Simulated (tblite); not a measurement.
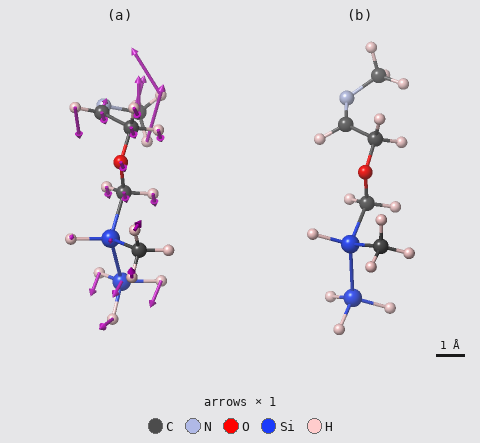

The structure of C5H15NOSi2 before (left) and after (right) a relaxation, at one scale. The purple arrows give the displacements, at their true length.

A ball-and-stick model, seen from a free direction.

All numbers below come from GFN2-xTB geometry optimisation, gas phase (tblite 0.8.0). 

Q: Describe what moved and what it gained.

A: Over 182 geometry steps the energy falls by 6.76 kcal/mol. The atom that moves furthest after the best rigid fit is an H atom (2.37 Å). Largest moves by element: H 2.37 Å, C 1.41 Å, Si 0.79 Å, O 0.57 Å, N 0.30 Å. Among the contacts that change: C–Si 1.856 → 1.904 Å, C–Si 1.877 → 1.916 Å, C–N 1.466 → 1.432 Å, C–O 1.435 → 1.414 Å. Bond angles that change, for instance: O–C–Si 115.0° → 105.7°, C–Si–H 110.5° → 105.2°, C–N–C 118.7° → 123.4°. Groups turn about C–N by about 55°, C–C by about 55°.
